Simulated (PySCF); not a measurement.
```yaml
atoms:
  - { symbol: C, position_ang: [2.6097, 0.0604, -0.1159] }
  - { symbol: S, position_ang: [1.5442, -0.5412, -1.4582] }
  - { symbol: Si, position_ang: [-0.3813, -0.8144, -0.5187] }
  - { symbol: C, position_ang: [-0.2687, -1.1601, 1.3400] }
  - { symbol: Si, position_ang: [-1.4566, 1.3581, -0.8527] }
  - { symbol: O, position_ang: [-2.8213, 0.8286, -0.2096] }
  - { symbol: H, position_ang: [3.5827, 0.2508, -0.5576] }
  - { symbol: H, position_ang: [2.2100, 0.9834, 0.2914] }
  - { symbol: H, position_ang: [2.6956, -0.6995, 0.6535] }
  - { symbol: H, position_ang: [-1.0280, -1.8029, -1.3724] }
  - { symbol: H, position_ang: [-1.2608, -1.2773, 1.7684] }
  - { symbol: H, position_ang: [0.2802, -2.0820, 1.5302] }
  - { symbol: H, position_ang: [0.2306, -0.3586, 1.8832] }
  - { symbol: H, position_ang: [-1.5204, 1.6702, -2.2714] }
  - { symbol: H, position_ang: [-0.7566, 2.3304, -0.0163] }
  - { symbol: H, position_ang: [-3.6668, 1.2631, -0.1055] }
```

Geometry: GFN2-xTB.

Theory: UKS B3LYP, pcH-1 on C H O S Si, non-relativistic, mean-field spin-orbit, GIAO (PySCF).

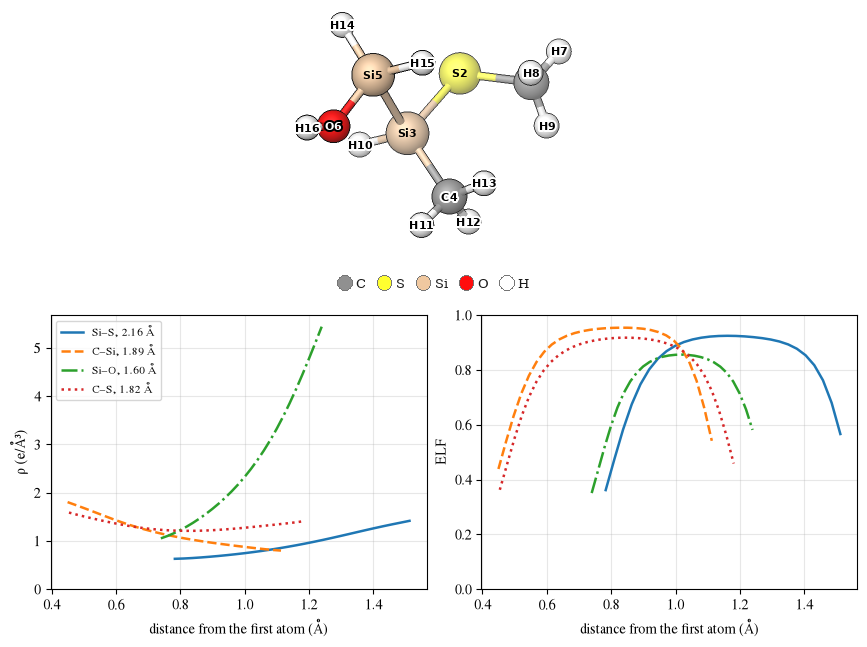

C2H10OSSi2 (charge +1, doublet). Electron density and ELF along straight lines between neighbouring atoms. The curves leave out the atomic cores. The structure is drawn too.

Compare the contacts.

Answer. Si–S (2.16 Å): the density is about 0.82 e/Å³ at the midpoint; the ELF peaks at about 0.90 between the atoms (localised, covalent bonding).
C–Si (1.89 Å): the density is about 0.92 e/Å³ at the midpoint; the ELF peaks at about 0.95 between the atoms, as expected for a shared electron pair.
Si–O (1.60 Å): the density is about 1.2 e/Å³ at the midpoint; the ELF peaks at about 0.85 between the atoms: a polar covalent bond.
C–S (1.82 Å): the density is about 1.2 e/Å³ at the midpoint; the ELF peaks at about 0.90 between the atoms: localised, covalent bonding.
